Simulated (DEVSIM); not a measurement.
Device: Pt/La2O3/p-GaAs capacitor, at 300 K.

```
layer (left to right)  material  thickness (nm)  Na (cm⁻³)
---------------------  --------  --------------  ---------
1                         La2O3            14.0          -
2                          GaAs            8600     5.6e14
```

Metal gate on the left, work function 5.6 eV. Fixed charge at the semiconductor interface 0 cm⁻² (in units of +e); no interface traps.

This is a model device: material constants are rounded textbook-type values typed into the input, and sizes, dopings and lifetimes were drawn at random. Values at 300 K.

```csv
parameter,La2O3,GaAs
gap (eV),5.8,1.424
affinity (eV),1.8,4.07
permittivity,27,12.9
Nc (cm⁻³),-,4.7e17
Nv (cm⁻³),-,9e18
```

DEVSIM, 1D Poisson equation in equilibrium, Boltzmann statistics, complete ionisation; no quantum confinement or tunnelling. Metal contacts follow the ideal Schottky-Mott rule: no Fermi-level pinning, no interface dipoles.

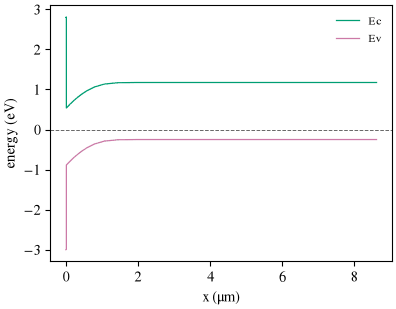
Figure. Band edges at 1.0 V on the gate

Energies count from the Fermi level of the right contact; mesh points crowd at the junctions.

```
x (μm)    Ec (eV)  Ev (eV)  n (cm⁻³)  p (cm⁻³)  field (V/cm)
--------  -------  -------  --------  --------  ------------
0.000       2.800   -3.000     < 1e2     < 1e2          4700
0.001595    2.801   -2.999     < 1e2     < 1e2          4700
0.004831    2.802   -2.998     < 1e2     < 1e2          4700
0.01005     2.805   -2.995     < 1e2     < 1e2          4700
0.01346     2.806   -2.994     < 1e2     < 1e2          4700
0.01470     0.537   -0.887     4.4e8     11000          9800
0.01750     0.540   -0.884     4.0e8     13000          9800
0.02861     0.551   -0.873     2.6e8     19000          9700
0.05092     0.572   -0.852     1.1e8     44000          9500
0.1079      0.625   -0.799     1.5e7    340000          9100
0.2502      0.746   -0.678    140000     3.7e7          7900
0.7903      1.061   -0.363     < 1e2    7.1e12          3700
1.954       1.173   -0.251     < 1e2    5.5e14            21
4.730       1.174   -0.250     < 1e2    5.6e14           ≈ 0
7.429       1.174   -0.250     < 1e2    5.6e14           ≈ 0
8.140       1.174   -0.250     < 1e2    5.6e14           ≈ 0
8.425       1.174   -0.250     < 1e2    5.6e14           ≈ 0
8.536       1.174   -0.250     < 1e2    5.6e14           ≈ 0
8.592       1.174   -0.250     < 1e2    5.6e14           ≈ 0
8.606       1.174   -0.250     < 1e2    5.6e14           ≈ 0
8.611       1.174   -0.250     < 1e2    5.6e14           ≈ 0
8.614       1.174   -0.250     < 1e2    5.6e14           ≈ 0
```
